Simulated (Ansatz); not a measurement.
# Run report: BSiH₆ClO, nudged elastic band (part 2 of 2)

The same run, continued: BSiH₆ClO; RKS LDA/6-31G* (Ansatz 0.2.0). It belongs to a series of runs on one base structure; here: band between the two ends.

Geometry of the input (Å):
```
B  -0.0826  -0.2273  0.1996
Cl -0.6622  0.0336  1.9273
H  0.8011  0.5295  -0.1214
H  -1.0112  -0.3473  -0.5890
O  0.5256  -1.6971  0.2287
Si -0.7591  -2.7922  -0.1836
H  -0.2302  -4.1204  0.2713
H  -2.0080  -2.4286  0.5431
H  -0.8648  -2.7357  -1.6668
H  0.9517  -1.8379  1.1094
```

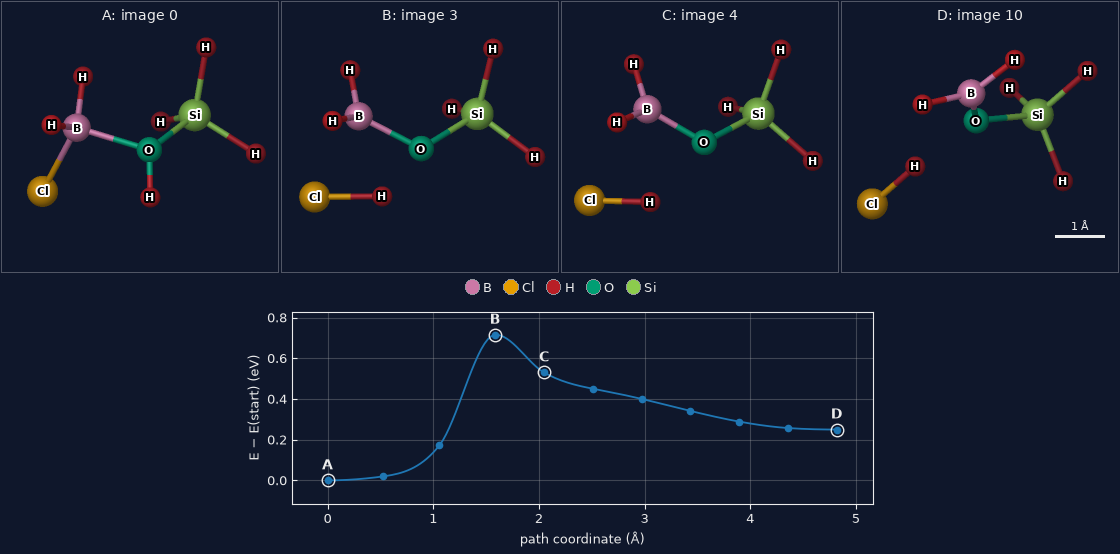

Fig. 1: Images of the last band (counted from 0; ball-and-stick, seen at a tilt) above the energy along the path; the line is a cubic interpolation that uses the forces. The highest image is number 3, 0.715 eV above the start and 0.465 eV above the end (the climbing image); the end lies 0.250 eV above the start. The path is 4.82 Å long. The band converged in 21 iterations.

```
Total energy: -23125.14598444 eV, -849.8334401413 hartree
Atom 0 at     0.034202    -0.314381    -0.016532 Å, force    -0.002734    -0.011324     0.007396 eV/Å
Atom 1 at    -0.159158    -0.030088     2.143894 Å, force    -0.004990     0.010055     0.012448 eV/Å
Atom 2 at     0.960010     0.414342    -0.260531 Å, force    -0.001692    -0.001939    -0.005457 eV/Å
Atom 3 at    -1.079867    -0.110204    -0.447291 Å, force    -0.000853    -0.006093    -0.002341 eV/Å
Atom 4 at     0.387036    -1.717242     0.225575 Å, force     0.027225     0.034224     0.028203 eV/Å
Atom 5 at    -0.721617    -2.894672    -0.270361 Å, force    -0.019344    -0.021120    -0.017874 eV/Å
Atom 6 at    -0.132754    -4.213110     0.120140 Å, force    -0.005132     0.001557     0.007050 eV/Å
Atom 7 at    -2.036374    -2.673584     0.417764 Å, force     0.002817     0.000510    -0.003728 eV/Å
Atom 8 at    -0.882639    -2.806124    -1.754968 Å, force    -0.002371     0.005891     0.001052 eV/Å
Atom 9 at     0.291562    -1.278434     1.560711 Å, force     0.007073    -0.011760    -0.026749 eV/Å
Dipole moment:    -0.116932    -0.423291    -0.064251 e Å
this run last wrote the band of iteration 21 to [file]
```

The last band as extended XYZ (Å, eV, eV/Å)
```
10
Properties=species:S:1:pos:R:3:forces:R:3 image=0 energy=-23125.86126
B    -0.0826   -0.2273    0.1996   -0.0090   0.0062   0.0247
Cl   -0.6622    0.0336    1.9273    0.0038  -0.0047  -0.0197
H     0.8011    0.5295   -0.1214    0.0046   0.0064  -0.0050
H    -1.0112   -0.3473   -0.5890   -0.0021  -0.0020  -0.0018
O     0.5256   -1.6971    0.2287   -0.0009  -0.0096   0.0096
Si   -0.7591   -2.7922   -0.1836    0.0073   0.0053  -0.0015
H    -0.2302   -4.1204    0.2713   -0.0020  -0.0008   0.0022
H    -2.0080   -2.4286    0.5431   -0.0009  -0.0004  -0.0002
H    -0.8648   -2.7357   -1.6668   -0.0020   0.0006  -0.0007
H     0.9517   -1.8379    1.1094    0.0012  -0.0010  -0.0077
10
Properties=species:S:1:pos:R:3:forces:R:3 image=1 energy=-23125.84129
B    -0.0770   -0.2120    0.1939   -0.0121  -0.0035   0.0095
Cl   -0.4314    0.2113    1.9521   -0.0310   0.0082  -0.0118
H     0.8137    0.4493   -0.2831   -0.0106   0.0050   0.0076
H    -1.0966   -0.3215   -0.4723    0.0064  -0.0283  -0.0092
O     0.4653   -1.7130    0.3241    0.0192   0.0053   0.0052
Si   -0.7409   -2.8316   -0.2156   -0.0072   0.0097  -0.0051
H    -0.1788   -4.1669    0.1708   -0.0162   0.0063   0.0091
H    -2.0396   -2.5697    0.4696   -0.0017   0.0196   0.0057
H    -0.7941   -2.6761   -1.6944    0.0033   0.0128   0.0040
H     0.7399   -1.7934    1.2734    0.0500  -0.0351  -0.0150
10
Properties=species:S:1:pos:R:3:forces:R:3 image=2 energy=-23125.68937
B    -0.0247   -0.1955    0.1447   -0.0747   0.1598   0.2527
Cl   -0.2305    0.1551    2.0067   -0.1098   0.2664  -0.1969
H     0.9158    0.4117   -0.3034   -0.0375  -0.0163  -0.0386
H    -1.0901   -0.1517   -0.4401    0.0133  -0.0535   0.0055
O     0.3967   -1.7179    0.3360    0.0225   0.0083   0.1842
Si   -0.7292   -2.8957   -0.2381   -0.0300   0.0064   0.0347
H    -0.1226   -4.2107    0.1359   -0.0210   0.0011   0.0154
H    -2.0415   -2.6788    0.4400   -0.0254   0.0146   0.0093
H    -0.8276   -2.7506   -1.7191    0.0878   0.0974   0.0429
H     0.4141   -1.5895    1.3558    0.1748  -0.4842  -0.3090
10
Properties=species:S:1:pos:R:3:forces:R:3 image=3 energy=-23125.14595
B     0.0342   -0.3144   -0.0165   -0.0027  -0.0113   0.0074
Cl   -0.1592   -0.0301    2.1439   -0.0050   0.0101   0.0124
H     0.9600    0.4143   -0.2605   -0.0017  -0.0019  -0.0055
H    -1.0799   -0.1102   -0.4473   -0.0009  -0.0061  -0.0023
O     0.3870   -1.7172    0.2256    0.0272   0.0342   0.0282
Si   -0.7216   -2.8947   -0.2704   -0.0193  -0.0211  -0.0179
H    -0.1328   -4.2131    0.1201   -0.0051   0.0016   0.0070
H    -2.0364   -2.6736    0.4178    0.0028   0.0005  -0.0037
H    -0.8826   -2.8061   -1.7550   -0.0024   0.0059   0.0011
H     0.2916   -1.2784    1.5607    0.0071  -0.0118  -0.0267
10
Properties=species:S:1:pos:R:3:forces:R:3 image=4 energy=-23125.33101
B     0.0622   -0.3701   -0.1939    0.0051  -0.0295  -0.1361
Cl   -0.1838   -0.0851    2.3823   -0.0268  -0.0144   0.1946
H     0.9657    0.4269   -0.2137    0.0067   0.0070   0.0149
H    -1.0752   -0.0918   -0.5143    0.0042   0.0063  -0.0571
O     0.3844   -1.6933    0.0519    0.0430  -0.0049  -0.1138
Si   -0.7301   -2.9051   -0.3138   -0.0257   0.0017  -0.0431
H    -0.1129   -4.2007    0.1080    0.0068   0.0077   0.0059
H    -2.0139   -2.6692    0.4259    0.0138   0.0099   0.0017
H    -0.9585   -2.8839   -1.7912   -0.0544  -0.0646  -0.0282
H     0.3225   -1.1512    1.7772    0.0273   0.0808   0.1614
10
Properties=species:S:1:pos:R:3:forces:R:3 image=5 energy=-23125.41056
B     0.0650   -0.3609   -0.3254   -0.0089   0.0084  -0.0249
Cl   -0.1755   -0.2334    2.6598    0.0194  -0.0521   0.0409
H     0.9377    0.4584   -0.1727   -0.0046   0.0060   0.0064
H    -1.0330   -0.0870   -0.7669    0.0070  -0.0058  -0.0681
O     0.3550   -1.6556    0.0009    0.0154   0.0164  -0.0184
Si   -0.7495   -2.9014   -0.3114   -0.0196   0.0011   0.0116
H    -0.0901   -4.1683    0.1304    0.0065   0.0078   0.0014
H    -2.0062   -2.6612    0.4669   -0.0022   0.0062   0.0010
H    -1.0306   -2.9364   -1.7812   -0.0094  -0.0141   0.0025
H     0.3875   -1.0776    1.8181   -0.0036   0.0261   0.0476
10
Properties=species:S:1:pos:R:3:forces:R:3 image=6 energy=-23125.46090
B     0.0622   -0.3384   -0.4137   -0.0058   0.0094  -0.0373
Cl   -0.0735   -0.3941    2.8383    0.0294  -0.0385   0.0552
H     0.8799    0.5041   -0.1340   -0.0223   0.0139   0.0141
H    -0.9286   -0.1147   -1.0784    0.0232  -0.0077  -0.0828
O     0.2807   -1.5977    0.0572   -0.0083  -0.0033   0.0082
Si   -0.7792   -2.8836   -0.2752   -0.0072   0.0201   0.0206
H    -0.0812   -4.1273    0.1702    0.0084   0.0104   0.0058
H    -2.0439   -2.6758    0.4960   -0.0117  -0.0072   0.0056
H    -1.0466   -2.9204   -1.7477    0.0002   0.0060   0.0080
H     0.3906   -1.0756    1.8058   -0.0060  -0.0031   0.0026
10
Properties=species:S:1:pos:R:3:forces:R:3 image=7 energy=-23125.52007
B     0.0541   -0.3128   -0.4823   -0.0046   0.0098  -0.0206
Cl    0.0637   -0.5368    2.9735    0.0358  -0.0357   0.0414
H     0.7832    0.5656   -0.0905   -0.0234   0.0159   0.0088
H    -0.7744   -0.1631   -1.3553    0.0422  -0.0142  -0.0788
O     0.1764   -1.5280    0.1161   -0.0264   0.0146   0.0189
Si   -0.8070   -2.8681   -0.2426   -0.0178   0.0081   0.0093
H    -0.0541   -4.0776    0.2062    0.0090   0.0146   0.0045
H    -2.0893   -2.7221    0.5120   -0.0084  -0.0168   0.0124
H    -1.0513   -2.8974   -1.7193    0.0028   0.0083   0.0064
H     0.3592   -1.0832    1.8006   -0.0089  -0.0046  -0.0023
10
Properties=species:S:1:pos:R:3:forces:R:3 image=8 energy=-23125.57244
B     0.0586   -0.2901   -0.5372    0.0034   0.0109  -0.0185
Cl    0.2025   -0.6616    3.0708    0.0295  -0.0244   0.0271
H     0.6928    0.6213   -0.0635   -0.0230   0.0105   0.0023
H    -0.5533   -0.2230   -1.5816    0.0422  -0.0139  -0.0452
O     0.0362   -1.4513    0.1669   -0.0232   0.0096   0.0213
Si   -0.8449   -2.8533   -0.2156   -0.0136   0.0017   0.0093
H    -0.0190   -4.0154    0.2292    0.0151   0.0127  -0.0026
H    -2.1354   -2.7984    0.5357   -0.0109  -0.0131   0.0039
H    -1.0719   -2.8719   -1.6957   -0.0059   0.0068   0.0079
H     0.2948   -1.0800    1.8095   -0.0136  -0.0009  -0.0055
10
Properties=species:S:1:pos:R:3:forces:R:3 image=9 energy=-23125.60399
B     0.0825   -0.2793   -0.5843    0.0021  -0.0009  -0.0006
Cl    0.3197   -0.8058    3.1357    0.0112  -0.0122   0.0096
H     0.6276    0.6693   -0.0743   -0.0085   0.0072  -0.0015
H    -0.2905   -0.3140   -1.7372    0.0201  -0.0102  -0.0118
O    -0.1186   -1.3655    0.2047   -0.0095   0.0198   0.0011
Si   -0.8882   -2.8270   -0.1909   -0.0081  -0.0064   0.0064
H     0.0215   -3.9300    0.2414    0.0058   0.0068  -0.0023
H    -2.1770   -2.8707    0.5636   -0.0025  -0.0052   0.0025
H    -1.1138   -2.8410   -1.6713   -0.0030   0.0025   0.0023
H     0.1972   -1.0595    1.8309   -0.0075  -0.0014  -0.0057
10
Properties=species:S:1:pos:R:3:forces:R:3 image=10 energy=-23125.61140
B     0.1241   -0.2617   -0.6564    0.0014  -0.0015  -0.0013
Cl    0.2780   -1.0910    3.1665    0.0007  -0.0002   0.0011
H     0.6282    0.7253   -0.1782    0.0012   0.0017  -0.0019
H    -0.1109   -0.4025   -1.8377   -0.0012   0.0018   0.0008
O    -0.1917   -1.2660    0.1992   -0.0050   0.0062  -0.0036
Si   -0.9065   -2.7700   -0.1412    0.0050  -0.0084   0.0043
H     0.0690   -3.8235    0.2707   -0.0014  -0.0026   0.0005
H    -2.1597   -2.8520    0.6670   -0.0016   0.0012  -0.0013
H    -1.1877   -2.8193   -1.6115    0.0011   0.0037   0.0003
H     0.1176   -1.0629    1.8401   -0.0001  -0.0020   0.0011
```

Results in brief

```tsv
quantity	value
outcome	converged
barrier, forward	0.715 eV
barrier, backward	0.466 eV
wall time	2.7 min
peak memory	0.13 GiB
```

Remarks

The order of the saddle point was not checked.
